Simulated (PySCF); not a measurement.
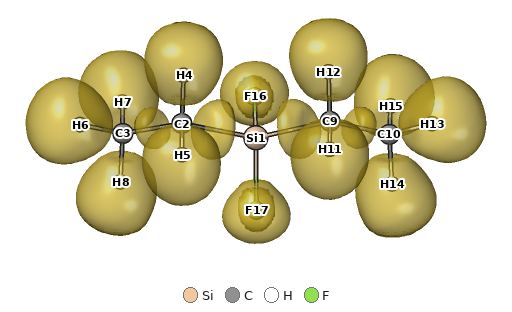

The picture shows: C$_{4}$H$_{10}$F$_{2}$Si (SiEt2F2). Isosurface of the ELF at 0.8 (yellow), seen from one side. Core shells and regions of very low density are left out.

Geometry: PBE0-D3(BJ)/def2-SVP.

Method: PySCF 2.14.0, PBE0/pcSseg-1, SCF density, gas phase, non-relativistic.

```
atom    x (Å)    y (Å)    z (Å)
  Si  -0.2981  -0.0094  -0.1988
   C  -0.3942  -0.0356   1.6540
   C  -1.8172   0.1046   2.1931
   H   0.2539   0.7718   2.0383
   H   0.0658  -0.9785   1.9991
   H  -1.8381   0.0875   3.2932
   H  -2.2759   1.0483   1.8620
   H  -2.4593  -0.7137   1.8340
   C   1.4024  -0.0517  -0.9404
   C   1.4212  -0.0379  -2.4680
   H   1.9153  -0.9481  -0.5486
   H   1.9608   0.8106  -0.5342
   H   2.4488  -0.0579  -2.8611
   H   0.8884  -0.9080  -2.8810
   H   0.9299   0.8639  -2.8639
   F  -1.0732   1.3153  -0.7380
   F  -1.1592  -1.2618  -0.7794
```

### What do the ELF domains correspond to?

The surface consists of two regions between bonded C–C atoms (shared pairs), two regions between bonded C–Si atoms (shared pairs), ten regions around hydrogen nuclei and two regions wrapped around F (its lone pairs, merged into a ring or cap). Profiles from the grid: C–C (1.53 Å): the ELF peaks at about 0.95 between the atoms, as expected for a covalent bond. Si–F (1.63 Å): the ELF peaks at about 0.85 in the valence shell of F, 0.6 Å from its nucleus, and is about 0.50 at the midpoint.
